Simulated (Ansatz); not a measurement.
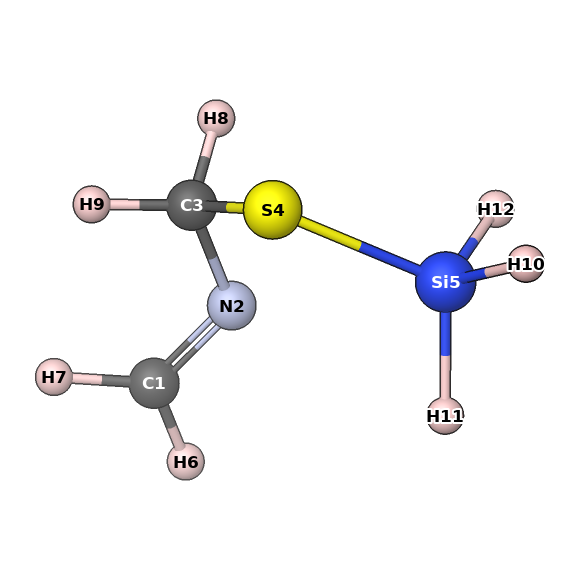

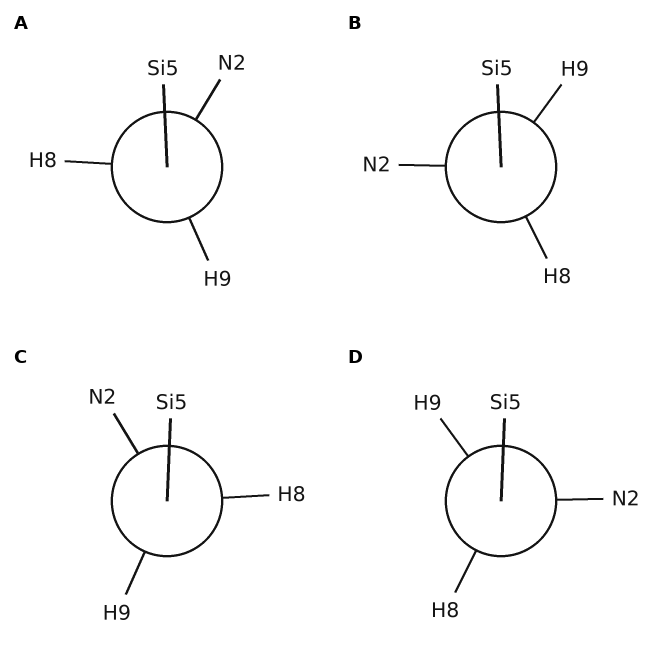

Depth is shown by fading: the farther an atom, the more it takes the colour of the background. Bonds that would overlap in a projection are set slightly apart. The computed structure is the end point of a PBE-D4/def2-SVP optimisation. No frequency run is at hand to confirm it as a minimum.

Which Newman projection shows the view along S4–C3, with S4 in front?

A. The torsion angle Si5–S4–C3–N2 is 34°, synclinal (gauche).
